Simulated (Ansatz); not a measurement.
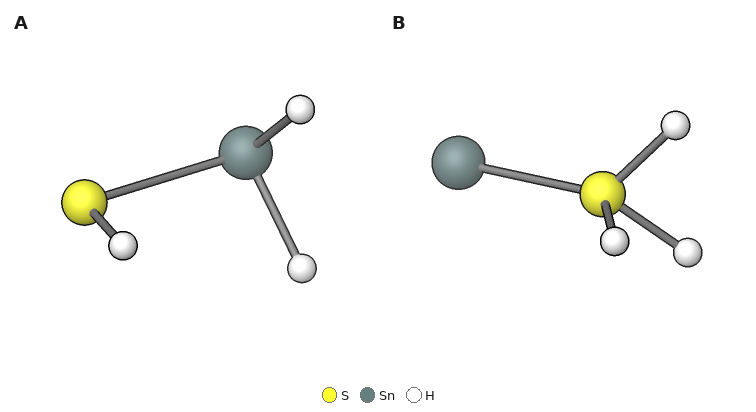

2 stationary structures of one formula. Charge −1, singlet. Geometries: PBE-D4/def2-SVPD. Electronic energies: PBE-D4/def2-SVPD (Ansatz 0.2.0), without zero-point energy. No frequency run is at hand to confirm each as a minimum.

Question: Which structure is the most stable?

Answer: A is lowest; B lies 5.030 eV above it.
